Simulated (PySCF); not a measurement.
## C₅H₁₁Ga: a changed input and its effect

System: C₅H₁₁Ga, SMILES [CH3][Ga]1[CH2]CC[CH2]1.
Method of run A: GIAO PBE/pcSseg-1 NMR shielding, non-relativistic, gas phase (PySCF 2.14.0).

The geometry comes from this level: PBE0-D3(BJ)/def2-SVP. Text and figures count atoms from 1; the logs count them from 0 in places.

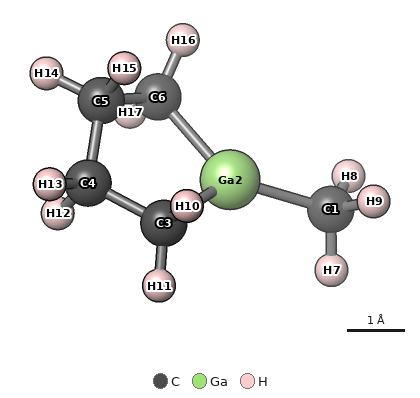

**Figure 1.** The input geometry (ball-and-stick view, seen at a tilt; atoms are numbered from 1 in the order of the input). Sticks mark near contacts.

**Input, run A**
```
{"job": {"kind": "nmr", "xc": "PBE", "basis": "pcSseg-1", "pop": false}, "charge": 0, "multiplicity": 1}
C      2.912331     0.342299     0.220737
Ga     0.964444     0.130089     0.073058
C     -0.194226    -1.484847    -0.043696
C     -1.535817    -0.874327    -0.470858
C     -1.759220     0.489315     0.203960
C     -0.552715     1.414102    -0.008708
H      3.423444    -0.229595    -0.569833
H      3.229758     1.393080     0.157763
H      3.256737    -0.064644     1.185719
H     -0.273761    -1.928672     0.966963
H      0.150255    -2.290757    -0.709443
H     -1.535024    -0.723648    -1.566576
H     -2.387849    -1.544063    -0.259713
H     -2.700103     0.941166    -0.155988
H     -1.900968     0.320848     1.287716
H     -0.518845     2.254582     0.701318
H     -0.577445     1.863098    -1.019666
```

The first line tells a small driver script what to run in PySCF; the rest is the geometry in Å.

Hardware: 1 CPU thread, shared host.

**Output (run A)**
```
coarse grid: 60512 points
cycle   1  E = -2120.9269614086  dE = -2.060e-01  |g| = 1.501e+00  |ddm| = 3.797e+00
cycle   2  E = -2120.3833937561  dE =  5.436e-01  |g| = 2.269e+00  |ddm| = 2.598e+00
cycle   3  E = -2121.2015131377  dE = -8.181e-01  |g| = 2.018e-01  |ddm| = 1.927e+00
cycle   4  E = -2121.2084457428  dE = -6.933e-03  |g| = 1.329e-01  |ddm| = 3.028e-01
cycle   5  E = -2121.2126739496  dE = -4.228e-03  |g| = 2.202e-02  |ddm| = 1.270e-01
cycle   6  E = -2121.2128049603  dE = -1.310e-04  |g| = 5.120e-03  |ddm| = 2.908e-02
cycle   7  E = -2121.2128106749  dE = -5.715e-06  |g| = 1.648e-03  |ddm| = 5.376e-03
final grid: 128424 points
cycle   8  E = -2121.2128017410  dE =  8.787e-07  |g| = 2.713e-03  |ddm| = 4.307e-03
cycle   9  E = -2121.2127988987  dE =  2.842e-06  |g| = 4.679e-03  |ddm| = 6.053e-03
cycle  10  E = -2121.2128033395  dE = -4.441e-06  |g| = 1.830e-04  |ddm| = 3.654e-03
cycle  11  E = -2121.2128033473  dE = -7.748e-09  |g| = 4.239e-05  |ddm| = 2.339e-04
cycle  12  E = -2121.2128033477  dE = -4.393e-10  |g| = 8.296e-06  |ddm| = 4.797e-05
converged SCF energy = -2121.2128033477

GIAO shielding tensors (ppm)
atom      isotropic    diamagn.    paramagn.     s11        s22        s33       span
  0 C      181.290     252.234     -70.945    160.900    189.070    193.899     32.999
  1 Ga     826.505    2639.275   -1812.769    670.541    715.659   1093.316    422.776
  2 C      160.751     252.367     -91.617    145.624    155.255    181.372     35.747
  3 C      147.415     246.809     -99.394    130.636    149.328    162.282     31.647
  4 C      147.461     246.820     -99.360    130.717    149.426    162.239     31.522
  5 C      160.441     252.371     -91.930    145.830    154.883    180.609     34.779
  6 H       30.767      29.215       1.552     26.030     28.209     38.061     12.031
  7 H       30.402      29.311       1.091     25.441     28.327     37.439     11.998
  8 H       30.951      29.127       1.825     26.589     28.000     38.265     11.677
  9 H       31.236      30.902       0.334     26.048     28.862     38.797     12.749
 10 H       30.133      30.676      -0.543     25.534     28.440     36.425     10.891
 11 H       30.078      30.731      -0.652     25.260     28.169     36.806     11.546
 12 H       28.814      28.934      -0.120     23.325     27.424     35.692     12.367
 13 H       28.816      28.905      -0.089     23.335     27.437     35.676     12.341
 14 H       30.074      30.724      -0.650     25.236     28.195     36.791     11.555
 15 H       30.103      30.593      -0.490     25.528     28.374     36.407     10.879
 16 H       31.164      30.782       0.382     25.994     28.764     38.735     12.741
```

For run B the input was changed thus:
```diff
-"xc": "PBE"
+"xc": "PBE0"
-"pop": false
```

How does run B compare with run A?

The total energies belong to different methods, so their difference says nothing on which is more stable or more accurate. The HOMO goes from −5.49 to −6.66 eV. The LUMO goes from −1.44 to −0.63 eV. The dipole moment goes from 0.68 to 0.74 D. Of all shieldings, the largest change is that of Ga2, by +108.5 ppm. The functional changes from PBE to PBE0. Exact exchange removes part of the self-interaction error of semilocal functionals, which pushes filled and empty levels apart. The SCF takes 11 iterations against 12.

**Output (run B)**
```
coarse grid: 60512 points
cycle   1  E = -2121.1438806906  dE = -1.688e-01  |g| = 1.069e+00  |ddm| = 3.681e+00
cycle   2  E = -2121.0556675790  dE =  8.821e-02  |g| = 1.287e+00  |ddm| = 1.391e+00
cycle   3  E = -2121.2783670737  dE = -2.227e-01  |g| = 7.965e-02  |ddm| = 8.646e-01
cycle   4  E = -2121.2790547406  dE = -6.877e-04  |g| = 3.852e-02  |ddm| = 7.927e-02
cycle   5  E = -2121.2794428734  dE = -3.881e-04  |g| = 4.845e-03  |ddm| = 3.352e-02
cycle   6  E = -2121.2794481613  dE = -5.288e-06  |g| = 1.863e-03  |ddm| = 5.955e-03
final grid: 128424 points
cycle   7  E = -2121.2794508112  dE =  4.285e-07  |g| = 2.349e-03  |ddm| = 3.701e-03
cycle   8  E = -2121.2794498830  dE =  9.282e-07  |g| = 3.099e-03  |ddm| = 4.451e-03
cycle   9  E = -2121.2794520266  dE = -2.144e-06  |g| = 1.698e-04  |ddm| = 2.557e-03
cycle  10  E = -2121.2794520341  dE = -7.441e-09  |g| = 1.501e-05  |ddm| = 1.411e-04
cycle  11  E = -2121.2794520341  dE = -4.684e-11  |g| = 2.424e-06  |ddm| = 1.584e-05
converged SCF energy = -2121.2794520341

GIAO shielding tensors (ppm)
atom      isotropic    diamagn.    paramagn.     s11        s22        s33       span
  0 C      187.740     253.070     -65.329    169.611    193.320    200.290     30.679
  1 Ga     935.008    2638.350   -1703.342    788.319    858.662   1158.043    369.725
  2 C      168.597     252.722     -84.125    155.613    162.328    187.850     32.237
  3 C      153.684     246.706     -93.023    137.652    155.299    168.101     30.449
  4 C      153.723     246.726     -93.003    137.713    155.384    168.071     30.358
  5 C      168.351     252.718     -84.367    155.874    161.997    187.181     31.307
  6 H       30.941      29.233       1.708     25.963     28.209     38.652     12.689
  7 H       30.603      29.336       1.267     25.390     28.344     38.074     12.684
  8 H       31.113      29.140       1.973     26.484     28.011     38.844     12.360
  9 H       31.412      30.961       0.452     26.094     28.849     39.294     13.199
 10 H       30.387      30.805      -0.418     25.467     28.397     37.296     11.829
 11 H       30.244      30.699      -0.455     25.348     28.153     37.231     11.883
 12 H       29.010      29.184      -0.174     23.305     27.403     36.322     13.017
 13 H       29.012      29.158      -0.146     23.312     27.415     36.308     12.996
 14 H       30.239      30.694      -0.455     25.323     28.178     37.217     11.894
 15 H       30.362      30.722      -0.360     25.466     28.335     37.284     11.818
 16 H       31.346      30.844       0.502     26.039     28.756     39.244     13.205
```

**The two runs side by side**

| quantity | run A | run B |
| --- | --- | --- |
| outcome | converged | converged |
| total energy (hartree) | −2121.212803 | −2121.279452 |
| HOMO (eV) | −5.49 | −6.66 |
| LUMO (eV) | −1.44 | −0.63 |
| dipole moment (D) | 0.68 | 0.74 |
| shielding of C1 (ppm) | 181.3 | 187.7 |
| shielding of Ga2 (ppm) | 826.5 | 935.0 |
| shielding of C3 (ppm) | 160.8 | 168.6 |
| shielding of C4 (ppm) | 147.4 | 153.7 |
| shielding of C5 (ppm) | 147.5 | 153.7 |
| shielding of C6 (ppm) | 160.4 | 168.4 |
| shielding of H16 (ppm) | 30.1 | 30.4 |
| SCF iterations | 12 | 11 |
| basis functions | 181 | 181 |
| wall time (shared host) | 35 s | 26 s |

For both runs: Spin–orbit coupling is left out, which matters for the heavy atoms.
